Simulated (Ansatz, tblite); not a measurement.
Redistribution: SiH(CH3)(OH)2 + CH8O2Si2 → SiH(CH3)(OH)(SiH3) + CH6O3Si

Species: SiH(CH3)(OH)2, singlet; CH8O2Si2 `CO[SiH](O)[SiH3]`, singlet; SiH(CH3)(OH)(SiH3), singlet; CH6O3Si `CO[SiH](O)O`, singlet. The partners trade OH for SiH3; both sit on Si, so the bond types are kept.

Shapes, held fixed at every level: PBE0-D4/def2-TZVP. Flexible molecules stand in one conformer, not always the lowest. Programs: Ansatz 0.2.0, tblite 0.8.0. The zero-point and thermal change to 298 K, harmonic and unscaled (PBE0-D4/def2-TZVP), is -0.6 kJ/mol.

```json
{"level": "GFN2-xTB", "kind": "semi-empirical", "ΔH(298 K) (kJ/mol)": "-4.1", "less CCSD(T)/CBS estimate": "+1.8"}
{"level": "HF/def2-TZVPP", "kind": "Hartree–Fock", "ΔH(298 K) (kJ/mol)": "-9.1", "less CCSD(T)/CBS estimate": "-3.2"}
{"level": "BHLYP-D4/def2-TZVPP", "kind": "global hybrid", "ΔH(298 K) (kJ/mol)": "-6.8", "less CCSD(T)/CBS estimate": "-0.9"}
{"level": "r2SCAN0-D4/def2-TZVPP", "kind": "global hybrid", "ΔH(298 K) (kJ/mol)": "-7.4", "less CCSD(T)/CBS estimate": "-1.5"}
{"level": "B2PLYP/def2-TZVPP", "kind": "double hybrid", "ΔH(298 K) (kJ/mol)": "-4.4", "less CCSD(T)/CBS estimate": "+1.5"}
{"level": "CCSD(T)/def2-SVP", "kind": "coupled cluster or CI", "ΔH(298 K) (kJ/mol)": "-5.6", "less CCSD(T)/CBS estimate": "+0.3"}
{"level": "CCSD/def2-SVP", "kind": "coupled cluster or CI", "ΔH(298 K) (kJ/mol)": "-6.5", "less CCSD(T)/CBS estimate": "-0.6"}
{"level": "CCSD/def2-TZVPP", "kind": "coupled cluster or CI", "ΔH(298 K) (kJ/mol)": "-6.7", "less CCSD(T)/CBS estimate": "-0.8"}
{"level": "CCSD(T)/CBS estimate", "kind": "coupled cluster or CI", "ΔH(298 K) (kJ/mol)": "-5.9", "less CCSD(T)/CBS estimate": "0.0"}
```

The highest level, CCSD(T)/CBS estimate, gives ΔH(298 K) = -5.9 kJ/mol; the levels span -9.1 to -4.1. The column of differences is taken from that level and isn't an error. No measured value is set beside it here. The CBS estimate extrapolates MP2 from def2-TZVPP and def2-QZVPP and adds CCSD(T) − MP2 in the triple-zeta set, cores frozen.

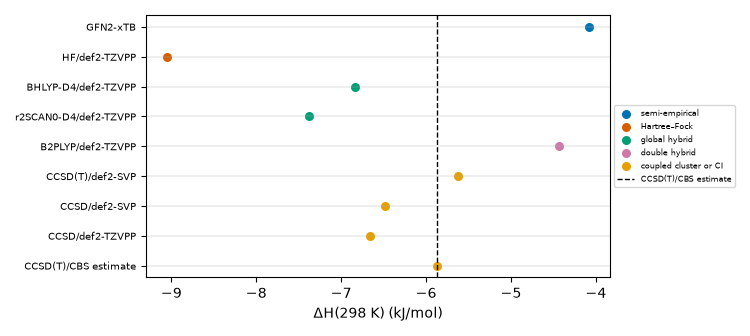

The values of the table, level by level.
